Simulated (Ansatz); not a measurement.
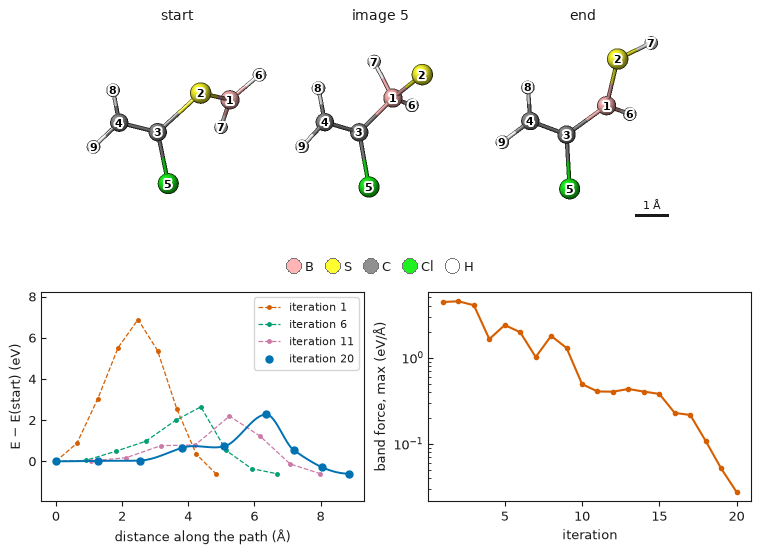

NEB run on C$_{2}$H$_{4}$BClS. Images are numbered from 0 (start) to 8 (end). The plot follows the band through its iterations. The picture is a ball-and-stick view, seen at a tilt.

These are results of UKS PBE0-D4/6-31G* in Ansatz 0.2.0, not measurements.

The input:
```yaml
crystal:
  periodic: [false, false, false]
  atoms:
    - { symbol: B, position_ang: [0.044614, -0.065828, -2.11237] }
    - { symbol: S, position_ang: [0.049776, 1.003674, -0.70393] }
    - { symbol: C, position_ang: [0.238512, -0.021114, 0.740772] }
    - { symbol: C, position_ang: [-0.373462, 0.297149, 1.879175] }
    - { symbol: Cl, position_ang: [1.302335, -1.386838, 0.64795] }
    - { symbol: H, position_ang: [-0.097611, 0.502052, -3.15247] }
    - { symbol: H, position_ang: [0.185742, -1.243791, -2.018369] }
    - { symbol: H, position_ang: [-1.042159, 1.150855, 1.919471] }
    - { symbol: H, position_ang: [-0.219348, -0.282459, 2.782671] }
magnetization:
  spin_polarized: true
basis:
  gaussian: { orbitals: "6-31G*" }
hamiltonian:
  xc: pbe0
  dispersion: d4
neb:
  order_check: false
  images: 7
  f_tol: 0.03
  max_iterations: 60
  initial_path: linear
  final_atoms:
    - { symbol: B, position_ang: [0.16708388, -0.22371984, -0.95509065] }
    - { symbol: S, position_ang: [-0.45164576, 1.36455248, -1.49649611] }
    - { symbol: C, position_ang: [0.39119723, -0.45996162, 0.56370011] }
    - { symbol: C, position_ang: [-0.27261243, 0.14903459, 1.55218192] }
    - { symbol: Cl, position_ang: [1.57230689, -1.69353326, 0.96563502] }
    - { symbol: H, position_ang: [0.40056832, -1.07454723, -1.75721578] }
    - { symbol: H, position_ang: [-0.5865469, 1.07637872, -2.80367737] }
    - { symbol: H, position_ang: [-1.01236981, 0.90876035, 1.31395462] }
    - { symbol: H, position_ang: [-0.11958242, -0.09326419, 2.59990824] }
```

Run as
```bash
ansatz run input.yaml --threads 2 --pin off --max-ram 3072MiB --backend cpu --events-out ev --progress --plain --runs-dir out
```

Question: How did the profile develop, and is the result final?

Answer: The run is converged, with reservations. The band converged in 20 iterations. The largest component of the band force went from 4.4 to 0.028 eV/Å. The climbing image converged on the top of the path. Its curvatures weren't checked. The straight starting path can push atoms close together and costs iterations. The first iteration put the highest image at 6.89 eV. The highest point, image 5, lies 2.28 eV above the start and 2.88 eV above the end; the end is at −0.60 eV relative to the start.

Cost: 5.4 min on 2 threads of Intel(R) Xeon(R) 6975P-C (Granite Rapids) (shared host), peak memory 0.32 GiB.
